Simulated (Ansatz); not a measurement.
Geometry relaxation, with input and output: TaN4H10SF (part 2 of 2)

Continued. System: TaN4H10SF. Method: RKS PBE/def2-SVP (Ansatz 0.2.0). The input holds or restrains some coordinates. It belongs to a series of runs on one base structure; here: pulled along the bonds that form and break, towards end B.

Geometry of the input (Å):
```
Ta 0.0000  0.0000  0.0000
N  2.5100  0.0000  0.0000
H  3.0400  -0.5118  0.7620
H  3.0400  0.5118  -0.7620
F  0.0000  0.0000  1.9300
N  0.0000  0.0000  -2.1600
H  -0.6116  -0.6845  -2.6900
H  0.6116  0.6845  -2.6900
N  -1.0800  1.8706  0.0000
H  -1.6414  2.1584  0.8518
H  -1.0486  2.5007  -0.8518
N  -1.0800  -1.8706  0.0000
H  -1.8056  -2.0636  0.7482
H  -0.8844  -2.5955  -0.7482
S  0.8829  -2.2490  1.4151
H  0.0982  -3.3559  1.0702
H  2.1891  -1.1728  0.7379
```

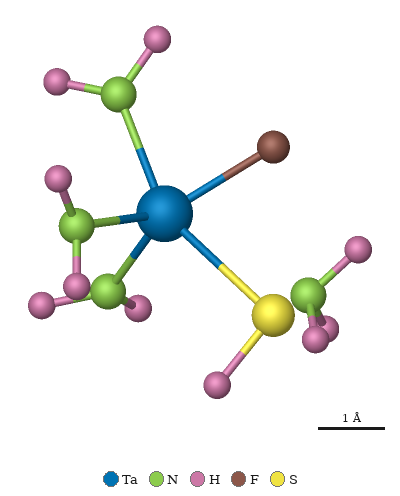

Figure 1. The geometry at step 14 of the log (ball-and-stick view, seen at a tilt).

Trajectory as extended XYZ, continued:
```
17
Properties=species:S:1:pos:R:3:forces:R:3 step=3 energy=-21202.77573
Ta   -0.2873   -0.1772    0.0473    2.5506   2.2171  -1.7839
N     2.7456   -0.0390    0.0530   -3.3747  -0.6691   1.4732
H     3.1926   -0.4426    0.8351    4.4601   2.5955   2.3838
H     3.0752    0.4708   -0.7653    0.5373  -1.3025   0.0204
F    -0.0354    0.0668    1.9404   -0.8467   2.0225  -0.0678
N     0.0057   -0.0050   -2.1035    0.1328  -0.2445   1.8700
H    -0.5871   -0.6536   -2.6826    0.7053   0.8037   0.2617
H     0.5899    0.6528   -2.6785   -0.6389  -0.8561   0.3883
N    -1.0674    1.8260    0.0098    0.2729  -1.2979   0.1965
H    -1.6217    2.1626    0.8257    0.5086   0.1870  -0.6440
H    -1.0599    2.4755   -0.8172   -0.3959  -0.7681   0.9456
N    -1.1784   -1.8306   -0.0548   -3.7394  -0.5269  -1.8665
H    -1.8024   -2.0775    0.7262    0.0540  -0.5774  -0.4304
H    -0.9004   -2.5814   -0.7221   -0.5955   0.3645   0.5826
S     0.6686   -2.2606    1.4842    2.8562  -0.1925   1.3324
H     0.1075   -3.3854    1.0492    0.1005  -0.8639  -0.5688
H     2.3752   -0.9792    0.4663   -2.5873  -0.8913  -4.0930
17
Properties=species:S:1:pos:R:3:forces:R:3 step=5 energy=-21206.25246
Ta   -0.3543   -0.2758    0.0817    1.4592   1.6474  -0.8129
N     2.9381   -0.0593    0.1094   -2.8666  -1.7499   0.4609
H     3.4299   -0.2502    0.9657    1.3817   1.2961   0.3514
H     3.1660    0.4328   -0.7535    0.6723  -0.4268   0.3875
F    -0.1048    0.2653    1.9231   -0.2855   0.8238  -0.2779
N     0.0319   -0.0429   -1.9651    0.1956  -0.2518   0.7241
H    -0.5448   -0.6185   -2.6145    0.2056   0.0971   0.4680
H     0.5591    0.6023   -2.5853   -0.0822  -0.2090   0.6031
N    -1.0814    1.7084    0.0208   -0.2221  -0.7964   0.0124
H    -1.5610    2.1598    0.8184    0.4634  -0.1267  -0.0407
H    -1.0948    2.3731   -0.7744   -0.2232  -0.6029   0.1504
N    -1.5054   -1.8092   -0.2264   -1.7784  -0.2073  -0.5013
H    -1.8399   -2.1548    0.6945   -0.1193  -0.2217  -0.6151
H    -0.9922   -2.5765   -0.7146   -0.5311   0.3756   0.2397
S     0.6011   -2.1804    1.4995    1.3173  -0.3201   0.4158
H     0.1449   -3.3687    1.0162    0.1464  -0.0642  -0.2564
H     2.4278   -0.9833    0.1179    0.2671   0.7368  -1.3091
17
Properties=species:S:1:pos:R:3:forces:R:3 step=7 energy=-21207.92272
Ta   -0.3866   -0.2937    0.1267    0.2423   0.0605  -0.2917
N     2.9261   -0.0426    0.1082   -1.3243  -0.8949  -0.5127
H     3.4653   -0.0004    0.9811    0.2234   0.2373  -0.3585
H     3.3811    0.3134   -0.7497    0.2287  -0.1377   0.6777
F    -0.1430    0.4135    1.9073    0.0502   0.1123  -0.0459
N     0.1397   -0.1232   -1.8007    0.1244  -0.0708  -0.1197
H    -0.4482   -0.6607   -2.4593    0.0930  -0.0377   0.1536
H     0.6669    0.5565   -2.3641    0.0984  -0.0901   0.2911
N    -1.2135    1.5496    0.0012   -0.2118   0.6594   0.5116
H    -1.3654    2.1287    0.8631    0.1780  -0.4886  -0.7090
H    -1.3274    2.1473   -0.8336   -0.1679  -0.3402   0.2099
N    -1.8002   -1.6790   -0.2631    0.0864   0.1148   0.3557
H    -2.1282   -2.1488    0.6002   -0.3036   0.1916  -0.2251
H    -1.2604   -2.4325   -0.7374   -0.2202   0.1435  -0.0610
S     0.7843   -2.1419    1.3894    0.3138  -0.5908   0.0213
H     0.2815   -3.3137    0.8748    0.1839   0.2622  -0.0553
H     2.6481   -1.0501   -0.0311    0.4053   0.8693   0.1581
17
Properties=species:S:1:pos:R:3:forces:R:3 step=8 energy=-21208.20279
Ta   -0.3888   -0.3092    0.1515    0.2180   0.1443  -0.3080
N     2.9275   -0.0211    0.0799   -0.6240  -0.4216  -0.6519
H     3.4780    0.0579    0.9436    0.0981   0.0887  -0.1461
H     3.4765    0.2934   -0.7454   -0.0802  -0.1175   0.6027
F    -0.1126    0.4301    1.9123    0.0901   0.0344  -0.0285
N     0.1907   -0.1610   -1.7551    0.0958  -0.0641  -0.0575
H    -0.3866   -0.6865   -2.4289    0.0873   0.0044   0.0419
H     0.7674    0.5115   -2.2757    0.0486  -0.1359   0.2171
N    -1.2293    1.5230    0.0177   -0.3027   0.4575  -0.1894
H    -1.3734    2.1049    0.8601    0.0777  -0.1214  -0.2816
H    -1.4671    2.0605   -0.8408    0.0170  -0.4091   0.5233
N    -1.8600   -1.6221   -0.2397    0.0228  -0.2483   0.5134
H    -2.3151   -2.0877    0.5732   -0.0918   0.3936  -0.4057
H    -1.3914   -2.4091   -0.7351   -0.1826   0.1749   0.0078
S     0.8469   -2.1450    1.3618    0.1526  -0.5232   0.0019
H     0.3381   -3.2790    0.7814    0.1692   0.1778  -0.0275
H     2.7194   -1.0384   -0.0478    0.2041   0.5654   0.1882
17
Properties=species:S:1:pos:R:3:forces:R:3 step=10 energy=-21208.51828
Ta   -0.3923   -0.3487    0.1611    0.2025   0.3865  -0.2648
N     2.9297    0.0528    0.0273   -0.3240  -0.5114  -0.1056
H     3.4542    0.2101    0.8991   -0.0645   0.0764   0.0091
H     3.5728    0.2947   -0.7410   -0.0199  -0.0159   0.0497
F    -0.0107    0.4104    1.8932    0.1205  -0.0078  -0.0262
N     0.2612   -0.2492   -1.7171    0.0767   0.0063  -0.1381
H    -0.3228   -0.6860   -2.4460    0.1062   0.1022   0.0480
H     0.9606    0.3728   -2.1463   -0.0641  -0.2521   0.1826
N    -1.2833    1.4671    0.0540   -0.0849  -0.0635   0.0088
H    -1.3460    2.0957    0.8628   -0.0006   0.0048  -0.0292
H    -1.6104    1.9397   -0.7984   -0.0443  -0.0933   0.1098
N    -1.9210   -1.5674   -0.2008   -0.5565  -0.5655   0.6351
H    -2.6293   -1.8717    0.5151    0.4686   0.4826  -0.7545
H    -1.5639   -2.4422   -0.6380   -0.1578   0.2137   0.1747
S     0.8866   -2.1903    1.2967    0.1447  -0.3943   0.0942
H     0.4472   -3.2815    0.5993    0.1232   0.0858  -0.0551
H     2.7875   -0.9840   -0.0077    0.0742   0.5453   0.0614
17
Properties=species:S:1:pos:R:3:forces:R:3 step=12 energy=-21208.83797
Ta   -0.3775   -0.3792    0.1292    0.2900   0.5003  -0.0860
N     2.9334    0.0987   -0.0225   -0.0852  -0.4674   0.2573
H     3.2643    0.4040    0.9149   -0.1674  -0.0357  -0.3982
H     3.7184    0.2620   -0.6737   -0.0715  -0.0119   0.1261
F     0.2276    0.4288    1.7940   -0.0193  -0.1917  -0.2183
N     0.2910   -0.3652   -1.7411    0.0768   0.0489  -0.2875
H    -0.3199   -0.6098   -2.5385    0.1919   0.1174   0.2258
H     1.1525    0.1073   -2.0643   -0.2448  -0.2644   0.2028
N    -1.3534    1.3860    0.1179   -0.0604   0.0380   0.0689
H    -1.3079    2.0381    0.9119   -0.0443  -0.0515  -0.0998
H    -1.8224    1.8243   -0.6857   -0.0027  -0.0749   0.1047
N    -1.9897   -1.4953   -0.1954   -0.4624  -0.3920   0.5219
H    -2.8439   -1.5627    0.4051    0.5567   0.2449  -0.5881
H    -1.7286   -2.4644   -0.4627   -0.1559   0.1866   0.1288
S     0.8969   -2.2318    1.2435    0.1079  -0.2484   0.1418
H     0.6469   -3.2779    0.4034    0.0328   0.0289  -0.0884
H     2.8326   -0.9404    0.0772    0.0578   0.5728  -0.0119
17
Properties=species:S:1:pos:R:3:forces:R:3 step=14 energy=-21208.98935
Ta   -0.3600   -0.3829    0.1161    0.2090   0.1274  -0.0044
N     2.9523    0.0891   -0.0638    0.0722  -0.3134   0.3205
H     3.0735    0.5173    0.8788   -0.0548  -0.1595  -0.4788
H     3.8422    0.2480   -0.5714   -0.2346  -0.0039   0.1762
F     0.3485    0.4123    1.7394   -0.0453   0.0396  -0.0993
N     0.3113   -0.4310   -1.7466    0.0319   0.0970  -0.2092
H    -0.2880   -0.5843   -2.5704    0.1370   0.0296   0.1406
H     1.2376   -0.0572   -2.0091   -0.1772  -0.1466   0.1462
N    -1.3991    1.3416    0.1533   -0.0011   0.1319  -0.0383
H    -1.3347    2.0249    0.9185   -0.0627  -0.0643  -0.0463
H    -1.9324    1.7357   -0.6348    0.0410  -0.0555   0.1343
N    -2.0074   -1.4660   -0.1442   -0.3350  -0.3186   0.2769
H    -2.9143   -1.3621    0.3503    0.4340   0.1086  -0.3404
H    -1.8463   -2.4788   -0.2996   -0.1036   0.2561   0.0829
S     0.9170   -2.2633    1.1792    0.0068  -0.3598  -0.1202
H     0.7184   -3.1826    0.1794    0.0779   0.0775   0.1144
H     2.9016   -0.9383    0.1381    0.0046   0.5540  -0.0551
17
Properties=species:S:1:pos:R:3:forces:R:3 step=16 energy=-21209.10648
Ta   -0.3405   -0.4476    0.1182    0.0668   0.0687  -0.1299
N     2.9455    0.1772   -0.0851   -0.2039  -0.2559   0.3008
H     3.0628    0.8039    0.7293   -0.0862  -0.1142  -0.1536
H     3.8571    0.1819   -0.5682   -0.1200  -0.1139   0.0503
F     0.4173    0.3212    1.7266   -0.0121  -0.0405   0.0734
N     0.3242   -0.5112   -1.7404   -0.0660   0.1405   0.0981
H    -0.2066   -0.7077   -2.5944    0.0927  -0.0101  -0.0073
H     1.2659   -0.1314   -1.9116    0.0055  -0.0384  -0.0623
N    -1.3431    1.2969    0.1694   -0.0197   0.0849  -0.0208
H    -1.3742    1.8989    1.0013   -0.0110   0.0147  -0.0738
H    -1.8586    1.7293   -0.6065    0.0145   0.0189   0.0399
N    -2.0487   -1.4437   -0.0779   -0.1349  -0.0291   0.0870
H    -2.9794   -1.0824    0.1748    0.2379  -0.0940  -0.1141
H    -2.0575   -2.4730   -0.1085   -0.0458   0.1047   0.0988
S     0.9107   -2.4003    1.0730    0.0649  -0.2219   0.0341
H     0.8382   -3.2155   -0.0210    0.0182   0.0325   0.0111
H     2.8068   -0.7741    0.3342    0.1993   0.4529  -0.2315
17
Properties=species:S:1:pos:R:3:forces:R:3 step=17 energy=-21209.15029
Ta   -0.3571   -0.4645    0.1227    0.0563   0.2014  -0.0339
N     2.9275    0.1785   -0.0849   -0.2260  -0.4033   0.1861
H     3.0147    0.8301    0.7089   -0.0100  -0.0517  -0.0416
H     3.8441    0.1749   -0.5538   -0.0339   0.0124   0.0083
F     0.3731    0.2635    1.7634   -0.0149  -0.0707   0.0342
N     0.3127   -0.4797   -1.7327   -0.0660   0.0022  -0.0343
H    -0.1646   -0.7560   -2.5966    0.0652  -0.0137   0.0326
H     1.2670   -0.1239   -1.8894   -0.0186   0.0244  -0.0087
N    -1.3180    1.3070    0.1544   -0.0086   0.0538  -0.0644
H    -1.3627    1.9094    0.9845   -0.0380  -0.0060  -0.0145
H    -1.7933    1.7604   -0.6346    0.0582   0.0381  -0.0036
N    -2.0677   -1.4617   -0.0219   -0.0817  -0.0738   0.0493
H    -3.0048   -1.0509    0.0802    0.1907  -0.0644  -0.0162
H    -2.1078   -2.4847    0.0847   -0.0060   0.1249   0.0240
S     0.9254   -2.4298    1.0067    0.0512  -0.2544   0.0426
H     0.9162   -3.1840   -0.1324    0.0076   0.0368   0.0190
H     2.8156   -0.7662    0.3539    0.0745   0.4441  -0.1788
17
Properties=species:S:1:pos:R:3:forces:R:3 step=19 energy=-21209.18697
Ta   -0.3882   -0.4896    0.1427    0.1961   0.2801  -0.0416
N     2.8875    0.1868   -0.0750   -0.0806  -0.4535   0.2022
H     3.0211    0.8590    0.6946    0.0184  -0.0084  -0.0503
H     3.7751    0.1737   -0.6052   -0.1598   0.0232   0.1245
F     0.2835    0.1600    1.8405   -0.0828  -0.0666  -0.0094
N     0.2861   -0.4487   -1.7106   -0.1077  -0.0725  -0.2028
H    -0.1180   -0.8312   -2.5757    0.0811   0.0619   0.1577
H     1.2270   -0.0504   -1.8521   -0.0286  -0.0193   0.0211
N    -1.2766    1.3246    0.1111   -0.0429   0.2004  -0.2267
H    -1.4177    1.8969    0.9547   -0.0112  -0.0109  -0.0886
H    -1.5475    1.8652   -0.7277    0.0981  -0.1645   0.2858
N    -2.0844   -1.5046    0.0413   -0.2388  -0.1327   0.0984
H    -3.0166   -1.0646    0.0079    0.2649  -0.1690   0.0241
H    -2.1467   -2.5016    0.3048   -0.0005   0.3078  -0.0885
S     0.9380   -2.4685    0.9274    0.0728  -0.3182  -0.0078
H     0.9832   -3.1381   -0.2657    0.0005   0.0592   0.1006
H     2.8145   -0.7464    0.4003    0.0209   0.4832  -0.2988
17
Properties=species:S:1:pos:R:3:forces:R:3 step=21 energy=-21209.19302 accepted=F
Ta   -0.4006   -0.5306    0.1654   -0.0217   0.4322   0.1300
N     2.8418    0.2981   -0.0674    0.0011  -0.4291   0.4325
H     3.0952    0.8729    0.7634   -0.1468  -0.2500  -0.4066
H     3.6975    0.2523   -0.6511   -0.2387   0.0092   0.1954
F     0.1758    0.0442    1.9274   -0.0654  -0.0752  -0.1106
N     0.2609   -0.4840   -1.6951    0.1098  -0.0307   0.0360
H    -0.1249   -0.8898   -2.5511   -0.0043  -0.0149  -0.0517
H     1.2061   -0.0942   -1.8289   -0.0601   0.0490  -0.0649
N    -1.1892    1.3306    0.0963   -0.0117   0.1070  -0.2536
H    -1.3688    1.9303    0.9107    0.0438  -0.0285   0.0523
H    -1.3341    1.8851   -0.7615    0.0327  -0.1584   0.1728
N    -2.1121   -1.5097    0.0663   -0.0055   0.0358   0.0138
H    -3.0354   -1.0698   -0.0036    0.0443  -0.0232   0.0131
H    -2.1879   -2.4946    0.3419   -0.0052  -0.0099  -0.0132
S     0.9507   -2.5126    0.8982    0.1356  -0.1889   0.0362
H     1.0467   -3.1329   -0.3132   -0.0043  -0.0008   0.0111
H     2.6986   -0.6731    0.3156    0.1963   0.5765  -0.1926
17
Properties=species:S:1:pos:R:3:forces:R:3 step=23 energy=-21209.21439
Ta   -0.4092   -0.5319    0.1603    0.0761   0.2175  -0.1127
N     2.8387    0.2685   -0.0538   -0.1633  -0.4174   0.2669
H     3.0271    0.8860    0.7523   -0.0426  -0.0726  -0.1115
H     3.7047    0.2674   -0.6144   -0.0870   0.0052   0.0500
F     0.1527    0.0254    1.9232   -0.0144   0.0366   0.0659
N     0.2416   -0.4912   -1.7091    0.0392   0.0111   0.0355
H    -0.1529   -0.9003   -2.5605   -0.0029  -0.0068  -0.0280
H     1.1677   -0.0680   -1.8680   -0.0298  -0.0218  -0.0287
N    -1.1704    1.3363    0.0865    0.0047   0.1423  -0.0816
H    -1.3127    1.9419    0.9056    0.0245  -0.0420  -0.0129
H    -1.3133    1.8882   -0.7699    0.0103  -0.0831   0.0956
N    -2.1218   -1.5060    0.0794   -0.0054   0.0148  -0.0156
H    -3.0494   -1.0759    0.0184    0.0191   0.0030   0.0061
H    -2.1867   -2.4952    0.3397   -0.0081  -0.0328   0.0057
S     0.9634   -2.5023    0.8866    0.1267  -0.2480   0.0098
H     1.0835   -3.1281   -0.3219   -0.0141   0.0359   0.0460
H     2.7572   -0.6924    0.3587    0.0670   0.4582  -0.1907
```

Summary:

```csv
quantity,value
outcome,converged under the restraints of the input
total energy,−21209.2145 eV
mean-field energy,−21209.2145 eV
"largest force (length of the vector) at the end, held atoms and coordinates included",0.522 eV/Å
wall time,72 s (CPU time 4.5 min)
peak memory,0.28 GiB
```
